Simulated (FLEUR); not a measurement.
# FePt (c factor at fixed volume 1.06 on the database's cell): from one collinear state to anisotropy, part 2 of 2

One state of FePt (c factor at fixed volume 1.06 on the database's cell) is converged without symmetry. Force theorems then give its anisotropy.

FLEUR MaX-R8.1; PBE; all-electron FLAPW, Dirac cores, scalar-relativistic bands.

So far. Step 2 (The magnetic state): After 24 cycles the largest moment stands at 2.96 μB.

### Step 5. Spin–orbit coupling, moments along [001]

Level of this step: PBE; all-electron FLAPW, Dirac cores, scalar-relativistic bands with spin-orbit coupling (FLEUR).

Spin–orbit coupling ties the spins to the lattice and lets orbital moments form.

A new self-consistent run of the start ferro +, with the moments along z. The k list default-1 (kpts.xml, not shown) is a Γ-centred 21×21×14 mesh.

inp.xml reads:

```
<?xml version="1.0" encoding="UTF-8" standalone="no"?>
<fleurInput fleurInputVersion="0.39">
   <comment>
      FePt
   </comment>
   <calculationSetup>
      <cutoffs Kmax="3.6" Gmax="10.8" GmaxXC="10.8" numbands="72"/>
      <scfLoop itmax="110" minDistance="0.00002" maxIterBroyd="15" imix="Anderson" alpha="0.05" precondParam="0.0" spinf="2.0" sdNocoIR="T"/>
      <coreElectrons ctail="T" frcor="F" kcrel="0" coretail_lmax="0"/>
      <xcFunctional name="pbe" relativisticCorrections="F"/>
      <magnetism jspins="2"/>
      <soc l_soc="T" theta="0.0" phi="0.0" spav="F"/>
      <expertModes spex="0" secvar="F"/>
      <geometryOptimization l_f="F" forcealpha="1.0" forcemix="BFGS" epsdisp="0.00001" epsforce="0.00001"/>
      <ldaU l_linMix="F" mixParam="0.05" spinf="1.0"/>
   </calculationSetup>
   <cell>
      <bzIntegration valenceElectrons="32.0" mode="hist" fermiSmearingEnergy="0.00183747">
         <kPointListSelection listName="default-1"/>
         <xi:include xmlns:xi="http://www.w3.org/2001/XInclude" href="kpts.xml"> </xi:include>
      </bzIntegration>
      <xi:include xmlns:xi="http://www.w3.org/2001/XInclude" href="sym.xml"> </xi:include>
      <bulkLattice scale="1.0">
         <bravaisMatrix>
            <row-1>    4.9988869427123124     0.0000000000000000     0.0000000000000000</row-1>
            <row-2>    0.0000000000000000     4.9988869427123124     0.0000000000000000</row-2>
            <row-3>    0.0000000000000000     0.0000000000000000     7.4515680545227196</row-3>
         </bravaisMatrix>
      </bulkLattice>
   </cell>
   <atomSpecies>
      <species name="Iron (Fe) 2.800" element="Fe" atomicNumber="26">
         <mtSphere radius="2.44" gridPoints="807" logIncrement="0.015"/>
         <atomicCutoffs lmax="10" lnonsphr="8"/>
         <electronConfig flipSpins="F">
            <coreConfig>(1s1/2) (2s1/2) (2p1/2) (2p3/2)</coreConfig>
            <valenceConfig>(3s1/2) (3p1/2) (3p3/2) (4s1/2) (3d3/2) (3d5/2)</valenceConfig>
            <stateOccupation state="(3d3/2)" spinUp="1.4" spinDown="1.0"/>
            <stateOccupation state="(3d5/2)" spinUp="3.0" spinDown="0.6"/>
         </electronConfig>
         <energyParameters s="4" p="4" d="3" f="4"/>
         <lo type="SCLO" l="0" n="3" eDeriv="0"/>
         <lo type="SCLO" l="1" n="3" eDeriv="0"/>
      </species>
      <species name="Platinum (Pt)" element="Pt" atomicNumber="78">
         <mtSphere radius="2.44" gridPoints="807" logIncrement="0.017"/>
         <atomicCutoffs lmax="10" lnonsphr="8"/>
         <electronConfig flipSpins="F">
            <coreConfig>(1s1/2) (2s1/2) (2p1/2) (2p3/2) (3s1/2) (3p1/2) (3p3/2) (4s1/2) (3d3/2) (3d5/2) (4p1/2) (4p3/2) (5s1/2) (4d3/2) (4d5/2) (4f5/2) (4f7/2)</coreConfig>
            <valenceConfig>(5p1/2) (5p3/2) (6s1/2) (5d3/2) (5d5/2)</valenceConfig>
            <stateOccupation state="(6s1/2)" spinUp="0.500000" spinDown="0.500000"/>
            <stateOccupation state="(5d3/2)" spinUp="1.800000" spinDown="1.800000"/>
            <stateOccupation state="(5d5/2)" spinUp="2.700000" spinDown="2.700000"/>
         </electronConfig>
         <energyParameters s="6" p="6" d="5" f="5"/>
         <lo type="SCLO" l="1" n="5" eDeriv="0"/>
      </species>
   </atomSpecies>
   <atomGroups>
      <atomGroup species="Iron (Fe) 2.800">
         <relPos label="                   1">.0000000000 .0000000000 .0000000000</relPos>
         <force calculate="T" relaxXYZ="TTT"/>
      </atomGroup>
      <atomGroup species="Platinum (Pt)">
         <relPos label="                   2">1.000/2.000 1.000/2.000 1.000/2.000</relPos>
         <force calculate="T" relaxXYZ="TTT"/>
      </atomGroup>
   </atomGroups>
   <output dos="F" band="F" slice="F">
      <bandDOS minEnergy="-.5*Htr" maxEnergy="0.5*Htr" sigma="0.015" storeEVData="T"/>
      <plotting iplot="0" polar="F">
         <plot TwoD="T" vec1="  1.0  0.0  0.0" vec2="  0.0  1.0  0.0" vec3="  0.0  0.0  1.0" zero="  0.0  0.0  0.0" file="plot"/>
      </plotting>
      <moessbauerParams electricFieldGradient="F" isomerShift="F" coreHyperfine="F" valenceHyperfine="F"/>
   </output>
</fleurInput>
```

crystal.txt reads:

```
FePt
&input film=F cartesian=F /
2.64529705000  0.00000000000  0.00000000000
0.00000000000  2.64529705000  0.00000000000
0.00000000000  0.00000000000  3.94320000000
1.8897261246
1.0 1.0 1.0

2
26 0.00000000000  0.00000000000  0.00000000000 : 2.800
78 0.50000000000  0.50000000000  0.50000000000

&soc 0.0000000 0.0000000 /
&kpt div1=21 div2=21 div3=14 gamma=T /
```

Run with:

```console
$ OMP_NUM_THREADS=1 inpgen -f crystal.txt > inpgen.log  # inp.xml is then edited as shown
$ OMP_NUM_THREADS=1 mpirun -n 4 fleur_MPI > fleur.log
```

The log of the run:

```text
[banner, memory and clock lines left out]
Welcome to FLEUR        (www.flapw.de)
      MaX-Release 8.1          (www.max-centre.eu)

 ========== k-point set info ==========
 Selected k-point list: default-1
 k-point list type: mesh
 21 x 21 x 14
 Number of k points: 888

 [... set-up left out ...]
 Iteration:     1   Distance:      43.58709834 me/bohr^3
 Iteration:     2   Distance:      15.78390585 me/bohr^3
 Iteration:     3   Distance:      13.45806150 me/bohr^3
 Iteration:     4   Distance:       8.31418134 me/bohr^3
 Iteration:     5   Distance:       7.97112995 me/bohr^3
 Iteration:     6   Distance:       8.29377426 me/bohr^3
 Iteration:     7   Distance:       3.62752689 me/bohr^3
 Iteration:     8   Distance:       2.60531465 me/bohr^3
 Iteration:     9   Distance:       1.12806992 me/bohr^3
 Iteration:    10   Distance:       0.83782565 me/bohr^3
 Iteration:    11   Distance:       0.18036306 me/bohr^3
 Iteration:    12   Distance:       0.05299716 me/bohr^3
 Iteration:    13   Distance:       0.03680432 me/bohr^3
 Iteration:    14   Distance:       0.02685207 me/bohr^3
[... lines left out ...]
 Iteration:    18   Distance:       0.00241052 me/bohr^3
 Iteration:    19   Distance:       0.00107989 me/bohr^3
 Iteration:    20   Distance:       0.00040840 me/bohr^3
 Iteration:    21   Distance:       0.00032112 me/bohr^3
 Iteration:    22   Distance:       0.00009399 me/bohr^3
 Iteration:    23   Distance:       0.00002221 me/bohr^3
 Iteration:    24   Distance:       0.00001489 me/bohr^3

 ********************************************************************
 Run finished successfully
 Stop message:
   all done
 ********************************************************************

--- out.xml (last complete iteration) ---
<iteration numberForCurrentRun="   24" overallNumber="   24">
         [... left out ...]
         <bandgap value="0.0008066252" units="eV"/>
         <sumValenceSingleParticleEnergies value="-18.2137614440" units="Htr"/>
         <FermiEnergy value="0.4308793610" units="Htr"/>
         [... left out ...]
         <magneticMomentsInMTSpheres units="muBohr">
            <globalMagMoment atomType="1" vec="0.00000   0.00000   2.90842"/>
            <globalMagMoment atomType="2" vec="0.00000   0.00000   0.30765"/>
         </magneticMomentsInMTSpheres>
         <orbitalMomentsInMTSpheres units="muBohr">
            <globalMagMoment atomType="1" vec="0.00000   0.00000   0.06606"/>
            <globalMagMoment atomType="2" vec="0.00000   0.00000   0.03409"/>
         </orbitalMomentsInMTSpheres>
         [... left out ...]
         <totalEnergy value="   -19719.5926989102" units="Htr">
            <sumOfEigenvalues value="   -12061.3283627054">
               <coreElectrons value="-12043.1146012614"/>
               <valenceElectrons value="-18.2137614440"/>
            </sumOfEigenvalues>
         [... left out ...]
            <freeEnergy value="-19719.5930893256"/>
            <extrapolationTo0K value="-19719.5928941179"/>
         </totalEnergy>
         <densityConvergence units="me/bohr^3">
            <chargeDensity spin="1" distance="0.0000089765"/>
            <chargeDensity spin="2" distance="0.0000089431"/>
            <overallChargeDensity distance="0.0000148945"/>
            <spinDensity distance="0.0000099633"/>
         </densityConvergence>
      </iteration>
```

The job ended after 10 min (4 MPI ranks of Arm Neoverse V1, shared host; peak memory 0.94 GiB).

Spin moment in the muffin-tin sphere by atom:

| atom | spin moment in the muffin-tin sphere (μB) |
| --- | --- |
| Fe1 | 2.91 |
| Pt2 | 0.31 |

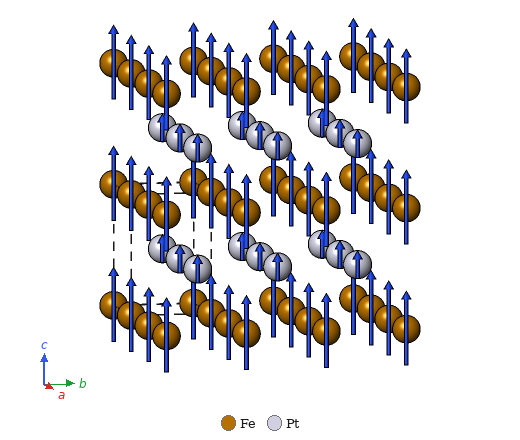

Spin moment in the muffin-tin sphere as arrows, the longest 2.91 μB. Up and down stand for the sign. Arrows give size and sign along the axis of quantisation, drawn up and down the page. Each arrow also spans its atom, so small moments look longer than they are. 3×3×2 cells are drawn. Some periodic images of atoms are drawn too.

This step gave:

```yaml
free_energy: -536597.4642 eV
program_s_band_gap_on_this_mesh_in_a_metal_only_a_level_spacing: 8.07e-4 eV
magnetization: 3.139 μB
final_state: ferromagnetic
orbital_moment_along_the_spin: 0.06606 μB
```

Orbital moment in the sphere, along the spin axis by atom:

| atom | orbital moment in the sphere, along the spin axis (μB) |
| --- | --- |
| Fe1 | 0.0661 |
| Pt2 | 0.0341 |

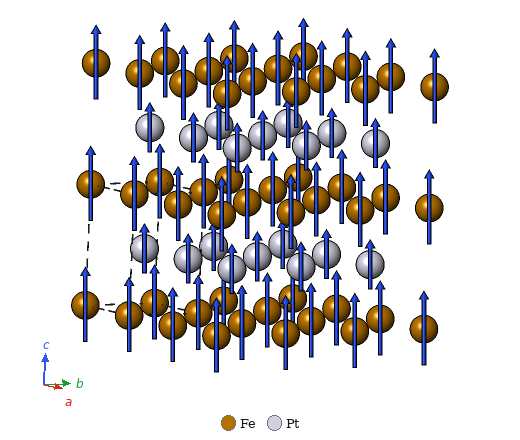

Orbital moment in the sphere, along the spin axis as arrows, the longest 0.0661 μB. Up and down stand for the sign. Arrows give size and sign along the axis of quantisation, drawn up and down the page. 3×3×2 cells are drawn. Some periodic images of atoms are drawn too.

### Step 6. Summary of results

```json
{
 "reference state": "ferromagnetic",
 "largest sphere moment": "2.96 μB",
 "easy direction of those tried": "[001]",
 "energy along [100] less [001], force theorem": "3.27 meV a primitive cell",
 "orbital moment on the atom of largest spin, along its spin (spin–orbit run)": "0.0661 μB"
}
```

In words: By the force theorem the moments prefer [001]; shape anisotropy is not in it. The difference for the second direction goes from 3.4 meV (mesh 14×14×10, 72 states, 6.5 min of CPU time) to 3.3 meV (mesh 21×21×14, 72 states, 20 min). The orbital moment is parallel to the spin. The state was typed, and no other order was converged beside it, so it need not be the ground state.

[Logs and program files are shortened in this print: banners, set-up blocks, solver, clock and traceback lines can be left out without a mark of their own.]

[Logs are printed without paths, hosts, clocks, repeated set-up lines and the standing remarks that a program may print on its own settings, such as how far it seeks lower states.]

[Hosts, paths, dates, database ids (printed as entryN), source tags and the programs' standing remarks are cut or masked in the printed files.]

[Where a cell is said to come from a database of computed structures, the database is the Materials Project.]
